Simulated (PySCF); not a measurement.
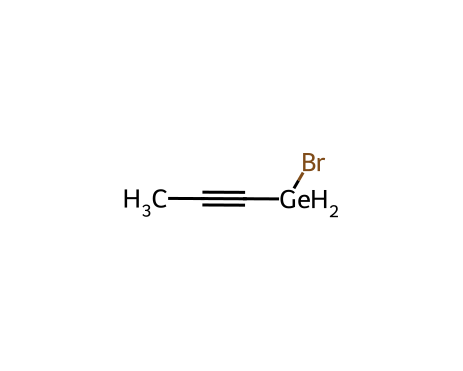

The drawing above gives the connectivity. The computed structure is the end point of a PBE0-D3(BJ)/def2-SVP optimisation. No frequency run is at hand to confirm it as a minimum.

What does the molecule look like in three dimensions?

It has 10 atoms: 3 carbon, 5 hydrogen, 1 bromine and 1 germanium (C3H5BrGe). As SMILES it reads `CC#[C][GeH2][Br]`. Among its groups: alkyne. Coordination: 1 C tetrahedral; 2 C linear; 1 Ge tetrahedral.

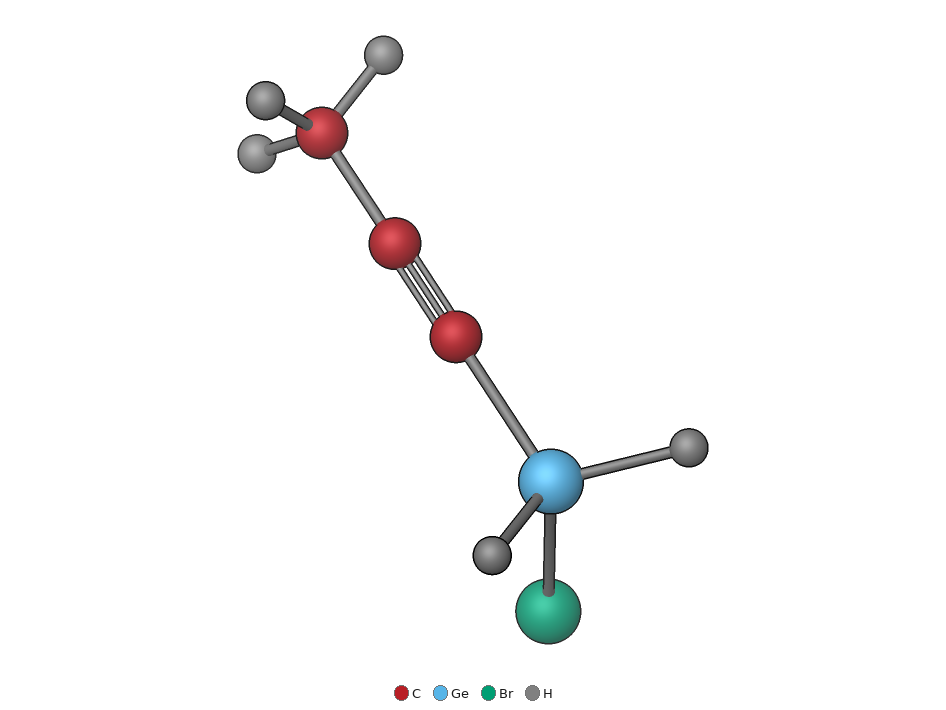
